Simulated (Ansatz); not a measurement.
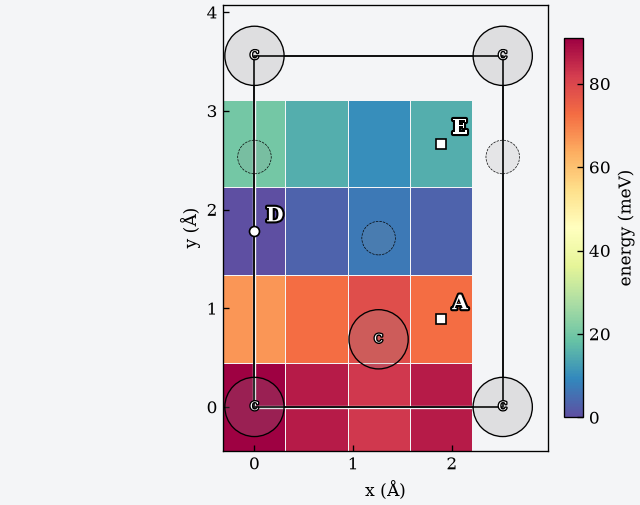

N₂ on a C(110) slab cut from the Fd-3m phase, its upper half relaxed before the scan (20 atoms of substrate and one adsorbate in a 2 × 1 cell). N2 is moved over the surface cell at a fixed height above a rigid substrate; the origin of the map has the adsorbate above C17; the height is held at 2.90 Å. Places are given modulo a cell vector. The map is drawn in real space over the plane of the surface. The scan uses a 4 × 4 grid; 12 points were computed and 4 follow by symmetry. Places are given in fractions of the 1 × 1 surface cell. Energies: meV, counted from the lowest grid point. At a fixed height the lowest place need not be the adsorption site. Method: DFT PBE+D3(BJ), scalar-relativistic, plane waves, PAW in Ansatz 0.2.0. Settings: cutoff 420 eV, k-mesh 5×8×1, gaussian smearing 0.05 eV, no spin polarisation.

The picture shows one coloured cell a grid point, labelled circles for the atoms of the top layer and small ones for the second layer, the outline of one cell of the plane, lettered points.

**Is D the lowest point of the computed grid?**

Yes. D, at (0/4, 2/4) of the cell vectors, has the lowest energy of the grid.

**Rank the lettered points by energy, lowest first.**

D (0 meV), E (15 meV), A (73 meV).

PAW datasets: the set soft_1.
